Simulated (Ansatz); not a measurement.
# A computed series for AlN: pressure series

The reference is AlN in the zinc blende structure (space group F-43m, No. 216).

```
AlN
1.0
    0.00000     2.17113     2.17113
    2.17113     0.00000     2.17113
    2.17113     2.17113     0.00000
Al N
1 1
Direct
  0.00000   0.00000   0.00000
  0.25000   0.25000   0.25000
```

Cell and atoms are relaxed at each pressure.

All numbers come from LDA (Ansatz, a quantum-chemistry and plane-wave program; PAW; 420 eV plane waves; no SOC).

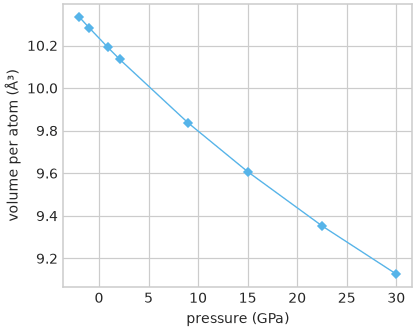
*Volume against pressure*

### Question
Estimate the zero-pressure bulk modulus from the plot.

### Answer
About 210 GPa; a third-order Birch–Murnaghan fit to the points gives V₀ = 10.23 Å³/atom, B₀ = 210 GPa and B₀′ = 3.8.

Between the base and pressure 22.5 GPa the gap moves from 3.25 eV to 3.29 eV, a mean slope of 1.5 meV/GPa.

Load acts through the strain it causes; cell and atoms are relaxed under it. Whether these cells are dynamically stable was not tested. Tetrahedral semiconductors of this kind turn to denser phases somewhere between about 1 and 50 GPa; those were not computed, so compressed cells here can lie past the real transition. This is not the structure that AlN has at room temperature and ambient pressure.
